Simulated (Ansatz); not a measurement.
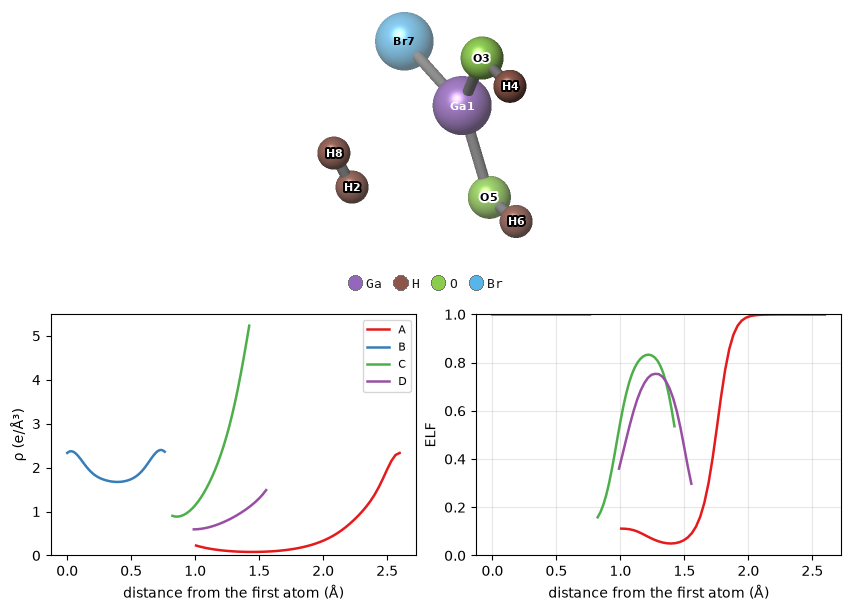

BrGaH2O2···H2. Total electron density and ELF along straight lines between neighbouring atoms. The curves leave out the atomic cores. The structure is drawn too.

The calculation used Ansatz 0.2.0, RKS r2SCAN/def2-SVP.

```xyz
8

Ga    0.0339    0.7578   -0.3521
H    -0.4321   -0.1057    2.0529
O     1.5831   -0.0373   -0.7096
H     1.5060   -0.9656   -0.9655
O    -1.5653   -0.0190   -0.4394
H    -1.5402   -0.9527   -0.6861
Br    0.0968    2.9694    0.1111
H     0.2755    0.0977    2.2483
```

Which curve belongs to which contact (Ga–Br, Ga–H, Ga–O and H–H)? The first atom named is at distance zero.

Answer. Curve A: Ga1···H2 (2.60 Å): the density falls to about 0.08 e/Å³ on the way; the ELF dips to about 0.05 between them. Curve B: H–H (0.76 Å): the density is about 1.7 e/Å³ at the midpoint; the ELF is about 1 at the midpoint. Curve C: Ga–O (1.78 Å): ρ is about 0.9 e/Å³ halfway; the ELF peaks at about 0.85 in the valence shell of O, 0.6 Å from its nucleus, and is about 0.25 at the midpoint. Curve D: Ga–Br (2.26 Å): ρ at the midpoint is about 0.66 e/Å³; the ELF peaks at about 0.75 in the valence shell of Br, 1.0 Å from its nucleus, and is about 0.65 at the midpoint.
